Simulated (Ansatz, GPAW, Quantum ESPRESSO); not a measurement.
## The valence band of PH12C6N3 as photoemission sees it

Aim: the valence spectrum of PH12C6N3 from He I to hard X-rays, and which orbitals make each feature.

Calculated with Ansatz 0.2.0, Quantum ESPRESSO 7.5 and GPAW 26.7.0; DFT, LDA, plane-wave PAW, default files, scalar-relativistic, in the first sound run; inputs show where later runs differ.

## Step 1: The starting structure

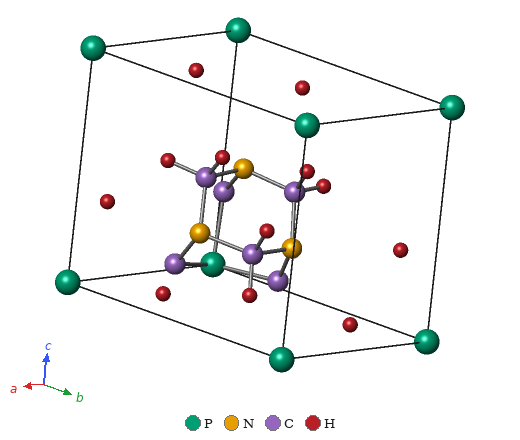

The starting structure, seen slightly off an axis (phosphorus teal, nitrogen orange, carbon purple, hydrogen red). Bonds to atoms that aren't drawn are left out. Some periodic images of atoms are drawn too.

## Step 2: Self-consistent run, DOS and bands

First the ground state, then the DOS by atom and shell, which the cross sections turn into spectra. The DOS is taken on a denser mesh than the density.

The input, input.yaml:

```yaml
crystal:
  lattice:
    - [4.8090814328, 2.7765244598, 2.3349997208]
    - [-4.8090814328, 2.7765244598, 2.3349997208]
    - [0.0, -5.5530489196, 2.3349997208]
  atoms:
    - { symbol: P, position: [0.0, 0.0, 0.0] }
    - { symbol: "N", position: [0.2577, 0.5136, 0.2577] }
    - { symbol: "N", position: [0.5136, 0.2577, 0.2577] }
    - { symbol: "N", position: [0.2577, 0.2577, 0.5136] }
    - { symbol: C, position: [0.48805, 0.48805, 0.2413] }
    - { symbol: C, position: [0.48805, 0.2413, 0.48805] }
    - { symbol: C, position: [0.2413, 0.48805, 0.48805] }
    - { symbol: C, position: [0.0402, 0.3272, 0.0402] }
    - { symbol: C, position: [0.3272, 0.0402, 0.0402] }
    - { symbol: C, position: [0.0402, 0.0402, 0.3272] }
    - { symbol: H, position: [0.638, 0.638, 0.402] }
    - { symbol: H, position: [0.638, 0.402, 0.638] }
    - { symbol: H, position: [0.402, 0.638, 0.638] }
    - { symbol: H, position: [0.5073, 0.5073, 0.0738] }
    - { symbol: H, position: [0.5073, 0.0738, 0.5073] }
    - { symbol: H, position: [0.0738, 0.5073, 0.5073] }
    - { symbol: H, position: [0.3544, 0.0586, 0.8754] }
    - { symbol: H, position: [0.8754, 0.3544, 0.0586] }
    - { symbol: H, position: [0.0586, 0.8754, 0.3544] }
    - { symbol: H, position: [0.0586, 0.3544, 0.8754] }
    - { symbol: H, position: [0.3544, 0.8754, 0.0586] }
    - { symbol: H, position: [0.8754, 0.0586, 0.3544] }
kpoints:
  mp_grid: { grid: [4, 4, 4] }
  band_path:
    path:
      - [[0.0, 0.0, 0.0], [0.5, 0.0, 0.0], [0.5, -0.5, 0.5], [0.284541, -0.715459, 0.284541]]
      - [[0.284541, 0.284541, 0.284541], [0.0, 0.0, 0.0], [0.5, -0.5, 0.0]]
    npoints: 12
scf:
  occupations: { method: fermi_dirac, width: 0.02 }
  n_extra_bands: 40
hamiltonian:
  xc: lda
  pseudopotentials: { kind: paw }
output:
  forces: true
  stress: true
  dos:
    projected:
      site_lists:
        P1: [0]
        N2: [1, 2, 3]
        C5: [4, 5, 6]
        C8: [7, 8, 9]
        H11: [10, 11, 12]
        H14: [13, 14, 15]
        H17: [16, 17, 18, 19, 20, 21]
    de: 0.05
    e_range: [-30, 12]
    nscf_kmesh: { grid: [8, 8, 8] }
  fatbands: true
  write_density: true
  write_potential: true
  elf: true
  volumetric_format: npy
```

The run is started by

```bash
> ansatz run input.yaml --threads 2 --pin off --max-ram 6144MiB --backend cpu --events-out ev --progress --plain --runs-dir out
```

Numbers of over 12 decimals in the logs are rounded to 6 here.

The log of the run:

```text
scf.n_extra_bands = 40 over 28 filled bands (N_el = 56.0): the run solves 68 bands
Engine: ansatz 0.2.0, aarch64-unknown-linux-gnu
Pseudopotentials: kind: paw
Pseudopotential: P, paw, valence charge 5, recommended cutoff 420 eV (normal), P.paw.azcp
Pseudopotential: N, paw, valence charge 5, recommended cutoff 420 eV (normal), N.paw.azcp
Pseudopotential: C, paw, valence charge 4, recommended cutoff 420 eV (normal), C.paw.azcp
Pseudopotential: H, paw, valence charge 1, recommended cutoff 420 eV (normal), H.paw.azcp
Functional definition: SPW92
  exchange = slater_x
  correlation = pw_c
Crystal: 22 atoms, lattice volume = 187.069 Å³
Basis set: ecut = 420 eV, 3619 PW (Γ)
Bands: 68, of which v1, the nominal top of the filled ones, is band 28 counted from 1 (27 counted from 0)
Symmetry: 6 space group operations
Space group: R3m (ITA 160), of the structure as read, at distance tolerance 5.7e-5 Å
k-points: 13 of 64 (time reversal used)
Non-local potential: P, projectors of the file, l = 0: 2, l = 1: 2, l = 2: 2
Non-local potential: N, projectors of the file, l = 0: 2, l = 1: 2, l = 2: 1
Non-local potential: C, projectors of the file, l = 0: 2, l = 1: 2, l = 2: 1
Non-local potential: H, projectors of the file, l = 0: 2, l = 1: 1
PAW form: soft (Blöchl's): semilocal exchange-correlation on the pseudo side does not see the compensation charge
PAW frozen core: P, regenerated for the run's functional, and the local potential with it (the file was generated under x = pbe(κ = 0.804, μ = 0.219515), c = pbe(β = 0.066725))
PAW frozen core: N, regenerated for the run's functional, and the local potential with it (the file was generated under x = pbe(κ = 0.804, μ = 0.219515), c = pbe(β = 0.066725))
PAW frozen core: C, regenerated for the run's functional, and the local potential with it (the file was generated under x = pbe(κ = 0.804, μ = 0.219515), c = pbe(β = 0.066725))
PAW one-centre angular grid: P, 110 points (default); XC on 64 Gauss nodes
PAW one-centre angular grid: N, 110 points (default); XC on 64 Gauss nodes
PAW one-centre angular grid: C, 110 points (default); XC on 64 Gauss nodes
PAW one-centre angular grid: H, 110 points (default); XC on 64 Gauss nodes
Initial density: superposition of atomic densities (neutral atoms: chi_scale 0, normalization atom), corrected by the library's trained network
Initial wavefunctions: pseudopotential atomic-orbital guess
Functional: x = slater, c = lda
SCF iter   1: F=—  HF=-3493.637653 eV  |F-HF|=—  |Δ(HF+E_count)|=         —  Δρ=1.16e-2  dr2=2.14e-1  ethr=1.77e-3  ⟨swp⟩=7.0  Hψ=5122  notcnv=0  defer=126
preconditioner: auto → Resta (q_TF=auto, 2.231 Å⁻¹)  ε∞=2.2  [insulator: Δε(μ)=3.737 eV  Ē_g=18.325 eV  σ=0.020 eV  W_gap=1.00  n_scr=36 (ndim 8)  ℏωp=20.3 eV  f_vac=0.078  D(μ)=0.00/eV (n_scr^D=0)  ε∞_Penn≈2.2]
SCF iter   2: F=—  HF=-3493.571207 eV  |F-HF|=—  |Δ(HF+E_count)|=   6.64e-2  Δρ=4.98e-3  dr2=3.12e-2  ethr=3.82e-4  ⟨swp⟩=2.5  Hψ=1206  notcnv=0  defer=428
SCF iter   3: F=—  HF=-3493.562441 eV  |F-HF|=—  |Δ(HF+E_count)|=   8.77e-3  Δρ=1.53e-3  dr2=3.93e-3  ethr=5.57e-5  ⟨swp⟩=3.8  Hψ=979  notcnv=0  defer=428
SCF iter   4: F=—  HF=-3493.561603 eV  |F-HF|=—  |Δ(HF+E_count)|=   8.39e-4  Δρ=4.33e-4  dr2=3.18e-4  ethr=7.02e-6  ⟨swp⟩=2.0  Hψ=865  notcnv=0  defer=428
SCF iter   5: F=—  HF=-3493.561617 eV  |F-HF|=—  |Δ(HF+E_count)|=   1.46e-5  Δρ=1.19e-4  dr2=2.23e-5  ethr=5.67e-7  ⟨swp⟩=2.3  Hψ=801  notcnv=0  defer=428
SCF iter   6: F=—  HF=-3493.561718 eV  |F-HF|=—  |Δ(HF+E_count)|=   1.00e-4  Δρ=3.26e-5  dr2=2.42e-6  ethr=3.98e-8  ⟨swp⟩=2.3  Hψ=828  notcnv=0  defer=428
SCF iter   7: F=-3493.561718 eV  HF=-3493.561717 eV  |F-HF|=3.00e-8  |Δ(HF+E_count)|=   2.19e-7  Δρ=7.02e-6  dr2=6.83e-8  ethr=1.79e-10  ⟨swp⟩=19.5  Hψ=8506  notcnv=0
SCF 1 converged in 7 iterations: F = -3493.561718 eV  dr2 = 6.83e-8
  greatest PAW one-centre occupation: 0.787 electrons in one spin orbital (limit 2), on the P atom at site 0 (counted from 0), in its partial waves of l = 0
NSCF: frozen V_eff on 62 k-points
NSCF: frozen V_eff on 65 k-points
SCF converged after 7 iterations
Free energy (F): -3493.561718 eV
Harris-Foulkes:  -3493.561717 eV  (|F-HF|=3.00e-8)
Internal energy: -3493.561718 eV  (E = F + TS)
E sigma→0 (E₀):  -3493.561718 eV
Fermi energy:    3.912409 eV
--- Per-component energies (eV) ---
  E_band       = -321.354196
  E_kinetic    = 1187.331631
  E_local      = -3451.426003  (includes V_loc(G=0)·N_el)
  E_nonlocal   = 365.553097
  E_hartree    = 1241.747567
  E_xc         = -631.106444
  E_vxc        = -782.426512  (∫ρ·V_xc dr)
  E_paw        = -1453.094752  (= ΣΔE_a)
  E_vpaw       = -123.864045  (= ΣTr[D̂ρ^β])
  E_aug_tail   = -0.016062  (compensation charges beyond the density's cutoff)
  E_ewald      = -753.285230
  E_core_change = 0.734479  (= ΣΔE_core)
  E_smearing   = -0.000000  (= −TS)
  E_closure    = -0.000000  (closes the sum)
  Σ components = -3493.561718   (vs F -3493.561718, Δ=0.00e0)
--- Forces (eV/Å), atoms counted from 1 ---
  atom   1  P     -0.00000000     0.00000000    -0.35816405
  atom   2  N      0.31721987    -0.18314698    -0.35119298
  atom   3  N     -0.31721987    -0.18314698    -0.35119298
  atom   4  N      0.00000000     0.36629396    -0.35119298
  atom   5  C     -0.00000000    -1.35439080    -0.36465731
  atom   6  C     -1.17293684     0.67719540    -0.36465731
  atom   7  C      1.17293684     0.67719540    -0.36465731
  atom   8  C      0.69444529    -0.40093817     0.78528275
  atom   9  C     -0.69444529    -0.40093817     0.78528275
  atom  10  C      0.00000000     0.80187635     0.78528275
  atom  11  H      0.00000000     0.07514643     1.05388623
  atom  12  H      0.06507871    -0.03757321     1.05388623
  atom  13  H     -0.06507871    -0.03757321     1.05388623
  atom  14  H      0.00000000     0.76535175    -0.41157194
  atom  15  H      0.66281405    -0.38267587    -0.41157194
  atom  16  H     -0.66281405    -0.38267587    -0.41157194
  atom  17  H      0.04816816     0.85398333    -0.29616959
  atom  18  H     -0.76365534    -0.38527681    -0.29616959
  atom  19  H      0.71548718    -0.46870652    -0.29616959
  atom  20  H     -0.04816816     0.85398333    -0.29616959
  atom  21  H      0.76365534    -0.38527681    -0.29616959
  atom  22  H     -0.71548718    -0.46870652    -0.29616959
  max |Σ_I F_I| component: 5.86e-5 eV/Å
--- Stress (GPa, compression-positive) ---
        0.797626       0.000000       0.000000
       -0.000000       0.797626       0.000000
        0.000000       0.000000       2.782468
  P = ⅓ Tr σ = 1.4592 GPa (14.592 kbar)
--- Band table (eV; the first three rows and the last of 13) ---
  k-point 0: bands = [... 24 lower, -1.3792, 1.1801, 1.5060, 1.5060, 6.0271, 7.0808, 7.0808, 7.9882, ... 36 higher]
  k-point 1: bands = [... 24 lower, -1.5587, 1.4352, 1.5037, 1.6941, 6.0921, 6.7512, 6.7622, 7.6311, ... 36 higher]
  k-point 2: bands = [... 24 lower, -1.6607, 1.5011, 1.6099, 1.9332, 5.7060, 6.4901, 7.3293, 7.5254, ... 36 higher]
  k-point 12: bands = [... 24 lower, -1.7369, 1.7512, 2.0985, 2.0985, 5.8736, 5.8736, 7.3360, 7.4993, ... 36 higher]
```

It took 85 s on 2 threads of Arm Neoverse V2, shared host; peak memory 0.74 GiB.

In the SCF lines HF is the Harris–Foulkes energy and dr2 the Hartree energy of the density residual, in eV; the loop may stop once dr2 is under the threshold and the program's other checks hold. Hψ counts applications of the Hamiltonian.

This step gave:

| Property | Result |
| --- | --- |
| free energy | -3493.5617 eV |
| Fermi energy | 3.912 eV |
| symmetry operations | 6 |
| pressure | 1.459 GPa |
| gap on the k-mesh | 3.608 eV |
| zero of energy | valence-band maximum |
| share of occupied states in no projected shell | 0.0091 of the occupied states in the window |
| gap on the path | 3.607 eV |
| least direct gap on the path | 3.773 eV |
| valence top on path | 0 eV |

The electronic bands at the labelled points (eV, zero at the valence-band maximum; v1 is the highest filled band, c1 the lowest empty one):

| point | v4 | v3 | v2 | v1 | c1 | c2 | c3 | c4 |
| --- | --- | --- | --- | --- | --- | --- | --- | --- |
| Γ | -3.48 | -0.92 | -0.59 | -0.59 | 3.93 | 4.98 | 4.98 | 5.89 |
| L | -3.76 | -0.60 | -0.49 | -0.17 | 3.61 | 4.39 | 5.23 | 5.43 |
| T | -3.83 | -0.35 | 0.00 | 0.00 | 3.77 | 3.77 | 5.24 | 5.40 |
| P0 | -3.61 | -0.72 | -0.24 | -0.24 | 4.10 | 4.10 | 4.63 | 5.45 |
| jump to P2 | -3.61 | -0.72 | -0.24 | -0.24 | 4.10 | 4.10 | 4.63 | 5.45 |
| Γ | -3.48 | -0.92 | -0.59 | -0.59 | 3.93 | 4.98 | 4.98 | 5.89 |
| F | -3.46 | -0.84 | -0.44 | -0.01 | 4.20 | 4.22 | 4.67 | 5.02 |

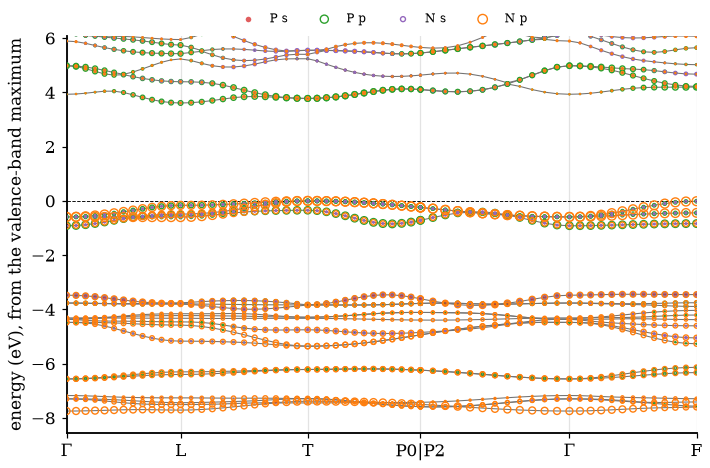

Electronic bands along the path; dots are coloured as in the legend, and their area grows with the weight.

The DOS has structure finer than the step of the table below, so its rows give means over 2.5 eV, whole bins alone (the curve runs from -21.7 to 13.8 eV). Peaks (eV: height): total -17.70: 40, -12.80: 28.5, -7.50: 20.8, -3.80: 28.8; C 2p -17.70: 8.51, -7.30: 11.3, -4.30: 11.5, -3.80: 15.6; N 2p -12.80: 7.26, -7.50: 4.66, -0.50: 6.01, -0.20: 5.38; H 1s -12.80: 6.05, -7.30: 4.98, -4.30: 6.33, -3.80: 4.30; C 2s -20.20: 6.19, -17.70: 9.37, -14.40: 6.24, -12.80: 13.5.

The DOS by E, zero at the valence-band maximum; means over each step; 7 of 8 lines; values in states/eV/cell:

| E (eV) | total | C 2p | N 2p | H 1s | C 2s | P 3p | N 2s |
| --- | --- | --- | --- | --- | --- | --- | --- |
| -20.0 | 0.800 | 0.122 | 0.0447 | 0.0697 | 0.248 | 0.00780 | 0.297 |
| -17.5 | 1.60 | 0.340 | 0.0631 | 0.0988 | 0.375 | 0.0138 | 0.701 |
| -15.0 | 0.800 | 0.0643 | 0.131 | 0.132 | 0.322 | 0.0184 | 0.00262 |
| -12.5 | 1.80 | 0.0949 | 0.437 | 0.375 | 0.804 | 0.0378 | 0.0307 |
| -10.0 | 2.99 | 1.02 | 0.453 | 0.539 | 0.445 | 0.0670 | 0.212 |
| -7.5 | 4.36 | 2.30 | 0.929 | 0.806 | 0.135 | 0.114 | 0.00856 |
| -5.0 | 6.65 | 3.42 | 1.10 | 1.59 | 0.0749 | 0.271 | 0.0793 |
| -2.5 | 0.994 | 0.299 | 0.232 | 0.103 | 0.0139 | 0.158 | 0.0956 |
| 0.0 | 2.40 | 0.161 | 1.36 | 0.139 | 0.0132 | 0.560 | 0.0740 |
| 2.5 | 0.0524 | 0.00710 | 0.00180 | 0.00963 | 0.00913 | 0.0117 | 0.00121 |
| 5.0 | 4.75 | 0.946 | 0.145 | 1.05 | 0.459 | 0.562 | 0.193 |
| 7.5 | 5.59 | 1.19 | 0.253 | 1.18 | 0.271 | 0.235 | 0.178 |
| 10.0 | 8.21 | 1.92 | 0.938 | 1.44 | 0.533 | 0.147 | 0.242 |
| 12.5 | 6.08 | 0.866 | 0.517 | 0.627 | 0.365 | 0.0845 | 0.116 |

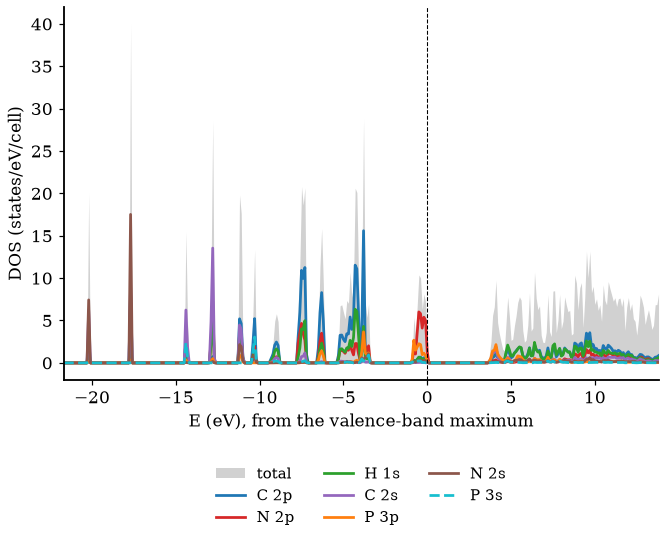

DOS, plotted against E.

Simulated valence spectra by photon energy, shown to 13 eV, since a deeper line would dwarf them at some energies; the 100 % can be that line's tail at the edge; this run's widths, added to any smearing of the DOS itself: Gaussian 0.6 eV, Lorentzian 0.2 eV. Table of intensity by binding energy, zero at the valence-band maximum; values in % of the maximum within 13 eV:

| binding energy (eV) | 21.2 eV | 40.8 eV | 1486.7 eV | 2150 eV | 5950 eV |
| --- | --- | --- | --- | --- | --- |
| -1 | 1.26 | 1.66 | 1.51 | 1.45 | 1.05 |
| 0 | 29.4 | 40.0 | 32.1 | 29.9 | 20.1 |
| 1 | 13.7 | 18.3 | 28.6 | 28.1 | 21.7 |
| 2 | 1.95 | 2.32 | 2.54 | 2.55 | 2.08 |
| 3 | 7.65 | 8.97 | 15.3 | 16.3 | 15.0 |
| 4 | 93.2 | 96.1 | 70.9 | 71.0 | 58.5 |
| 5 | 53.3 | 55.5 | 24.3 | 23.3 | 17.9 |
| 6 | 29.3 | 31.4 | 12.8 | 11.0 | 6.01 |
| 7 | 39.5 | 41.6 | 19.5 | 18.7 | 14.3 |
| 8 | 24.6 | 27.0 | 10.6 | 9.89 | 7.24 |
| 9 | 19.0 | 20.4 | 23.3 | 24.9 | 23.8 |
| 10 | 1.54 | 14.0 | 45.7 | 52.8 | 58.2 |
| 11 | - | 39.1 | 90.6 | 92.6 | 73.8 |
| 12 | - | 5.61 | 13.2 | 13.4 | 10.5 |

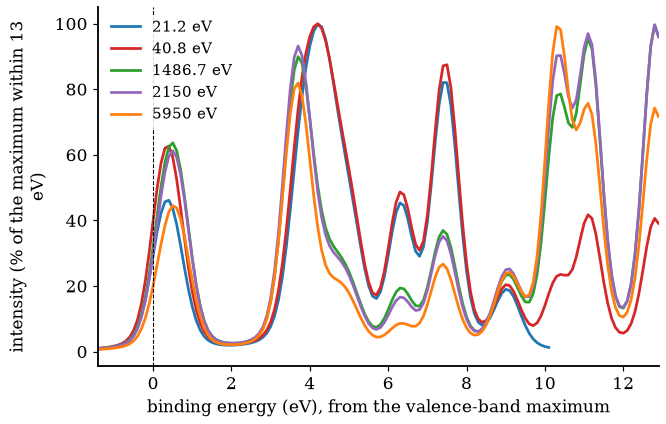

Intensity, plotted against binding energy.

Maxima picked by a test of local sharpness, so broad peaks and shoulders can be missing; peaks within 0.45 eV of a curve's cut are left out. Valence peaks, by row, the first 40 of 48 rows:

| photon energy (eV) | binding energy (eV) | height (% of the maximum within 13 eV) | main shell | its share (%) |
| --- | --- | --- | --- | --- |
| 21.2 | 9.026 | 19.08 | C 2p | 54.58 |
| 21.2 | 7.426 | 82.92 | C 2p | 58.26 |
| 21.2 | 6.326 | 45.6 | C 2p | 58.89 |
| 21.2 | 4.226 | 100 | C 2p | 60.35 |
| 21.2 | 0.3757 | 46.4 | N 2p | 81.87 |
| 40.8 | 20.23 | 17.72 | N 2s | 32.27 |
| 40.8 | 17.73 | 35.72 | N 2s | 37.23 |
| 40.8 | 14.38 | 18.26 | C 2s | 37.23 |
| 40.8 | 12.83 | 40.75 | N 2p | 48.23 |
| 40.8 | 11.13 | 41.94 | N 2p | 32.82 |
| 40.8 | 9.026 | 20.52 | C 2p | 52.55 |
| 40.8 | 7.476 | 88.32 | C 2p | 55.02 |
| 40.8 | 6.326 | 48.96 | C 2p | 55.46 |
| 40.8 | 4.176 | 100 | C 2p | 60.8 |
| 40.8 | 0.3757 | 63 | N 2p | 85.31 |
| 1487 | 20.23 | 98.56 | N 2s | 66.55 |
| 1487 | 17.73 | 200.3 | N 2s | 76.15 |
| 1487 | 14.38 | 78.49 | C 2s | 50.51 |
| 1487 | 12.83 | 100 | C 2s | 90.08 |
| 1487 | 11.13 | 95.76 | C 2s | 45.88 |
| 1487 | 10.38 | 79.15 | P 3s | 63.53 |
| 1487 | 9.076 | 23.63 | C 2s | 41.85 |
| 1487 | 7.426 | 37.03 | C 2s | 38.57 |
| 1487 | 6.326 | 19.51 | P 3p | 44.06 |
| 1487 | 3.726 | 90.2 | P 3s | 32.09 |
| 1487 | 0.4757 | 63.8 | P 3p | 41.03 |
| 2150 | 20.23 | 102 | N 2s | 67.23 |
| 2150 | 17.73 | 207.2 | N 2s | 76.98 |
| 2150 | 14.38 | 86.74 | P 3s | 49.55 |
| 2150 | 12.83 | 100 | C 2s | 91.27 |
| 2150 | 11.13 | 97.16 | C 2s | 45.81 |
| 2150 | 10.33 | 91.14 | P 3s | 69.59 |
| 2150 | 9.076 | 25.36 | P 3s | 47.64 |
| 2150 | 7.426 | 35.18 | C 2s | 41.13 |
| 2150 | 6.326 | 16.7 | P 3p | 45.94 |
| 2150 | 3.726 | 93.23 | P 3s | 38.48 |
| 2150 | 0.4757 | 61.25 | P 3p | 38.14 |
| 5950 | 20.23 | 81.69 | N 2s | 68.21 |
| 5950 | 17.73 | 165 | N 2s | 78.52 |
| 5950 | 14.38 | 86.07 | P 3s | 62.32 |

The intensity has structure finer than the step of the table below, so its rows give means over 2 eV, whole bins alone (the curve runs from -21.7 to 1.40 eV). Peaks (eV: height): P K-beta -11.1: 17.9, -6.3: 35.0, -3.8: 76.6, -0.5: 99.3; P K-beta, E along x -11.1: 26.5, -6.3: 51.3, -3.8: 74.8, -0.3: 50.8; P K-beta, E along y -11.1: 26.5, -6.3: 51.3, -3.8: 74.8, -0.3: 50.8; P K-beta, E along z -3.6: 92.2, -0.6: 224; P L2,3 -14.4: 66.2, -10.3: 95.8, -3.6: 35.7, -0.7: 13.0.

Shapes are the site's partial DOS without matrix elements, which overweights lines from ligand s bands. Intensity against emission energy less the core level's binding energy, zero at the valence-band maximum; means over each step; 7 of 13 lines; values in % of the unpolarised maximum:

| emission energy less the core level's binding energy (eV) | P K-beta | P K-beta, E along x | P K-beta, E along y | P K-beta, E along z | P L2,3 | N K | N K, E along x |
| --- | --- | --- | --- | --- | --- | --- | --- |
| -20 | 0.890 | 0.196 | 0.196 | 2.28 | 0.441 | 1.23 | 1.79 |
| -18 | 1.47 | 2.04 | 2.04 | 0.316 | 0.0133 | 1.73 | 2.02 |
| -16 | 0.584 | 0.487 | 0.487 | 0.777 | 0.0674 | 0.210 | 0.152 |
| -14 | 2.97 | 1.85 | 1.85 | 5.21 | 9.22 | 5.10 | 2.36 |
| -12 | 7.21 | 10.5 | 10.5 | 0.583 | 0.145 | 15.3 | 15.3 |
| -10 | 3.50 | 4.69 | 4.69 | 1.14 | 15.3 | 6.42 | 5.06 |
| -8 | 3.01 | 3.48 | 3.48 | 2.07 | 2.81 | 19.0 | 20.1 |
| -6 | 16.2 | 22.4 | 22.4 | 3.84 | 0.461 | 14.8 | 12.1 |
| -4 | 36.8 | 33.1 | 33.1 | 44.3 | 10.2 | 28.5 | 30.6 |
| -2 | 13.4 | 5.65 | 5.65 | 28.9 | 0.177 | 1.59 | 1.62 |
| 0 | 47.6 | 23.9 | 23.9 | 95.0 | 3.96 | 35.4 | 42.6 |

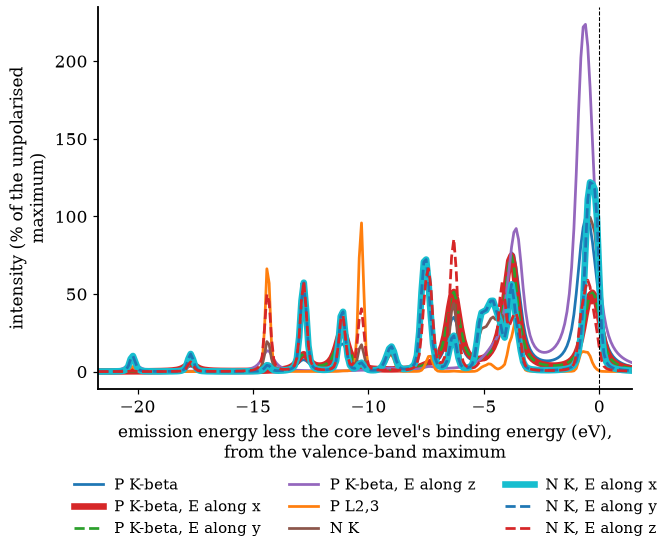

Intensity, plotted against emission energy less the core level's binding energy.

Sums over each group's atoms; left-over states aren't shared out by site. Site centres, by row:

| group | element | shell | occupied states | centre of occupied part (eV) | centre up to the window's top (eV) |
| --- | --- | --- | --- | --- | --- |
| P1 | P | 3s | 1.407 | -8.553 | -4.108 |
| P1 | P | 3p | 3.116 | -3.712 | 0.9817 |
| N2 | N | 2s | 3.752 | -14.58 | -7.019 |
| N2 | N | 2p | 11.86 | -5.746 | -1.298 |
| C5 | C | 2s | 2.955 | -13.91 | -4.34 |
| C5 | C | 2p | 9.461 | -7.483 | -0.6496 |
| C8 | C | 2s | 3.121 | -12.98 | -4.708 |
| C8 | C | 2p | 10.09 | -6.349 | -0.9119 |
| H11 | H | 1s | 2.415 | -7.386 | 0.9485 |
| H14 | H | 1s | 2.418 | -7.502 | 1.009 |
| H17 | H | 1s | 4.8 | -7.435 | 0.9203 |

(Continued in part 2 of 8.)

[Logs are printed without paths, hosts, clocks, repeated set-up lines and the standing remarks that a program may print on its own settings, such as how far it seeks lower states.]

[Hosts, paths, dates, database ids (printed as entryN), source tags and the programs' standing remarks are cut or masked in the printed files.]

[Maps of the electrostatic potential energy from Ansatz leave out the sawtooth potential of an applied field or a dipole correction, so their vacuum need not be flat; work functions include it.]

[Peak lists hold at most the 14 tallest peaks of each spectrum; further lines can be left out.]
